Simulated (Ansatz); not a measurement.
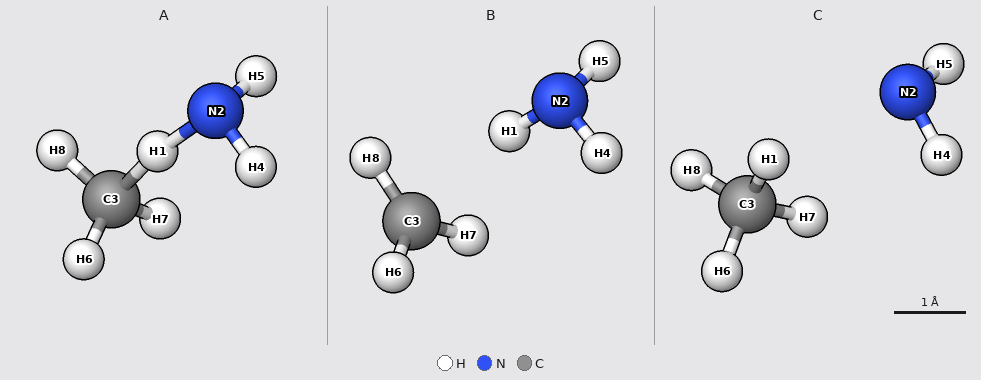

Three geometries of CH6N (multiplicity 2): a saddle point and the two minima that it joins, in shuffled order. The picture is a ball-and-stick view, seen from a free direction. Sticks join atoms that are closer than about 1.2 times the sum of their covalent radii (a little more with hydrogen).

Stationary points at PBE0-D4/def2-TZVP, single-point energies with wB97M-V, r2SCAN-D4, BHLYP-D4, PBE-QIDH, PBE-D4, CCSD(T) (def2-TZVPP where no basis is named; Ansatz 0.2.0). The energies are electronic, without zero-point or thermal terms, and both ends are the minima reached downhill from the saddle, with any fragments still in contact.

Question: Identify the saddle point and describe the reaction.

Answer: Frame A is the saddle point. Counted by bonded pieces, B holds CH₃ + NH₃ and C holds CH₄ + NH₂. From B over the saddle to C, a bond forms: H1–C3 (2.56 → 1.31 → 1.09 Å). A bond breaks: H1–N2 (1.01 → 1.27 → 2.56 Å). The saddle has one imaginary mode, 1612i cm⁻¹. With wB97M-V the barrier is 68.6 kJ/mol from B and 58.0 kJ/mol from C, and C lies 10.6 kJ/mol above B.

```tsv
level	barrier from B (kJ/mol)	barrier from C (kJ/mol)	C less B (kJ/mol)
wB97M-V	68.6	58.0	10.6
r2SCAN-D4	50.9	37.9	13.0
BHLYP-D4	75.9	72.0	3.9
PBE-QIDH	72.1	59.5	12.6
PBE-D4	34.6	20.9	13.7
CCSD(T)	73.0	64.0	9.0
```

Limits of the set-up: the start holds two separate molecules, 2.6 Å apart at their closest, whose relative position is a soft coordinate.
